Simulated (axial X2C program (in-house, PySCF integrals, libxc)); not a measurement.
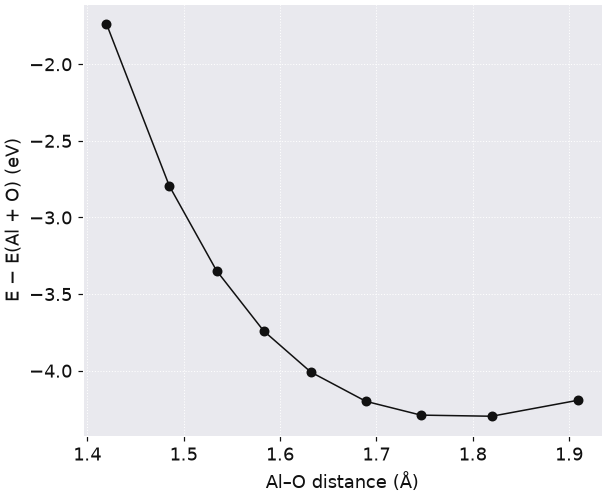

Figure 1. Energy at 9 bond lengths, for one set of occupations held fixed; the line joins the points. A polynomial of degree 4 through 6 points gives rₑ = 1.787 Å, ωₑ = 711.1 cm⁻¹, ωₑxₑ = 4.3 cm⁻¹ and Bₑ = 0.5256 cm⁻¹. The minimum lies 4.31 eV below Al + O, each computed as one determinant at the same level.

## Run report: AlO, relativistic diatomic calculation

AlO, single determinant with M_S = 1/2 and |Λ| = 1 (not the lowest found). Computed at this level: PBE0, spin-free X2C-1e, Al dyall-v3z, O dyall-av3z (cores contracted) (axial X2C program (in-house, PySCF integrals, libxc)).

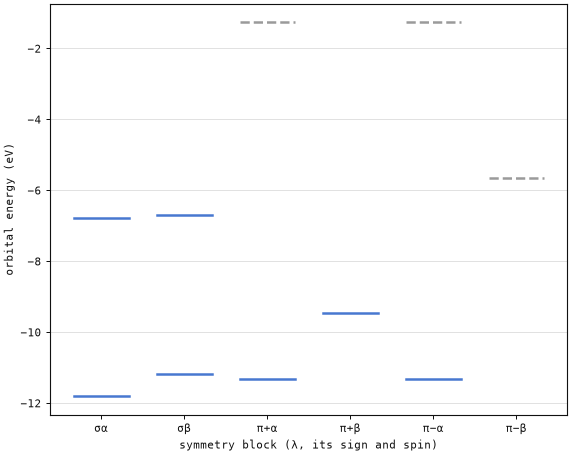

Figure 2. Orbital energies near the frontier at 1.63 Å, filled (solid) and empty (dashed); a label such as π−α means λ = −1 and α spin. The highest filled orbital (σβ; 52 % Al s, 22 % Al p) lies at −6.70 eV, the lowest empty one (π−β; 79 % O p, 14 % Al p) at −5.66 eV.

These pictures come from the run below.

## Input
```
{"zs": [13, 8], "q": 0, "bas": ["dyall-v3z", "dyall-av3z"], "levels": ["PBE0", "HF", "BHandHLYP"], "cc": true, "r0": 1.7, "thr": -2.0, "nmax": 90, "npts": 10, "nst": 2, "ntry": 6}
```

The line is the task of a batch: nuclear charges, charge, bases, the levels to run, a first guess of the distance and further settings. This report covers PBE0 without spin-orbit coupling. The log is that of the reference distance 1.632 Å, started from orbitals converged before.

The run was one of a batch that the task file lists, launched with:
```bash
python <driver script> task.json out
```

## Output
```
spin-free X2C-1e  PBE0
basis functions 103  fitting functions 591  grid points 4352
iter        total energy     max residual
   1       -317.920023801     1.37e-05
   2       -317.920023808     7.44e-06
converged
one-electron -508.52685563  Coulomb 183.95336775  exact exchange -6.60471507  xc functional -20.46389802  nuclear repulsion 33.72207717
```

## The points of the curve

| R (Å) | E (hartree) | dipole (D; origin at the first atom, positive when the second is positive) | highest filled (eV) | lowest empty (eV) |
| --- | --- | --- | --- | --- |
| 1.420 | −317.836449 | 0.05 | −6.44 | −6.77 |
| 1.485 | −317.875368 | −0.17 | −6.52 | −6.42 |
| 1.534 | −317.895688 | −0.36 | −6.58 | −6.16 |
| 1.583 | −317.910138 | −0.55 | −6.64 | −5.90 |
| 1.632 | −317.920024 | −0.76 | −6.70 | −5.66 |
| 1.689 | −317.927034 | −1.01 | −6.77 | −5.38 |
| 1.746 | −317.930340 | −1.28 | −6.83 | −5.12 |
| 1.820 | −317.930610 | −1.64 | −6.91 | −4.80 |
| 1.909 | −317.926769 | −2.09 | −6.98 | −4.43 |

## Summary

| quantity | value |
| --- | --- |
| outcome | converged |
| bond length rₑ | 1.787 Å |
| ωₑ | 711.1 cm⁻¹ |
| energy at the minimum | −317.93096 hartree |
| depth below the fragments | 4.31 eV |
| largest ⟨S²⟩ along the curve | 0.76 |
| hardware | 1 thread of Arm Neoverse V1, 24 GiB of memory available, shared host |
| wall time | 2.8 s |
| peak memory | 0.51 GiB |

## Notes

To bear in mind: 9 of the 10 points asked for were kept; at some distances an empty level lies below a filled one, since the occupations are held fixed.
